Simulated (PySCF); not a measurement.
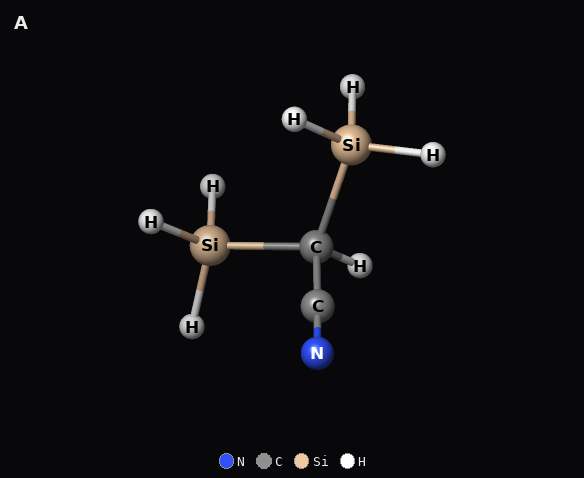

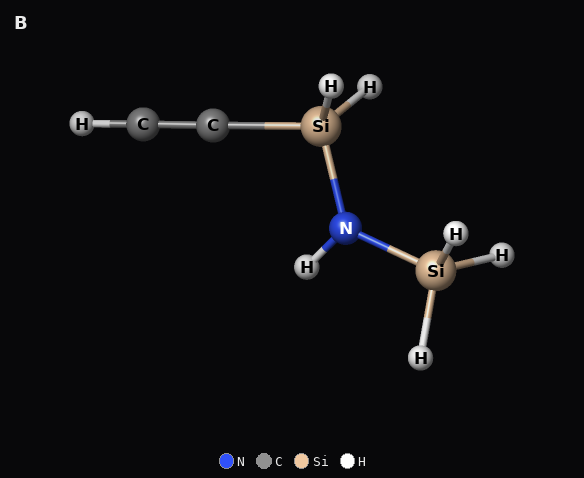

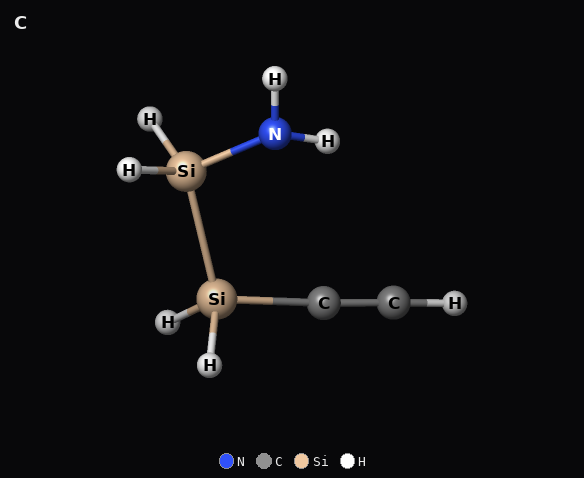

3 stationary structures of one formula. Geometries: GFN2-xTB. Electronic energies: PBE0/pcSseg-1 (PySCF 2.14.0), without zero-point energy. No frequency run is at hand to confirm each as a minimum. Each is one conformer, not always the lowest.

**How are they related?**

They are constitutional isomers of C2H7NSi2: A `N#CC([SiH3])[SiH3]`, B `C#C[SiH2]N[SiH3]`, C `C#C[SiH2][SiH2]N`.

**Rank them by energy, lowest first.**

A is lowest; B lies 0.128 eV above it, C lies 0.600 eV above it.

The geometry is semi-empirical. Around Si such bond lengths and angles can be off by a tenth of an ångström or more and by several degrees, and values that hang on the shape move with them.
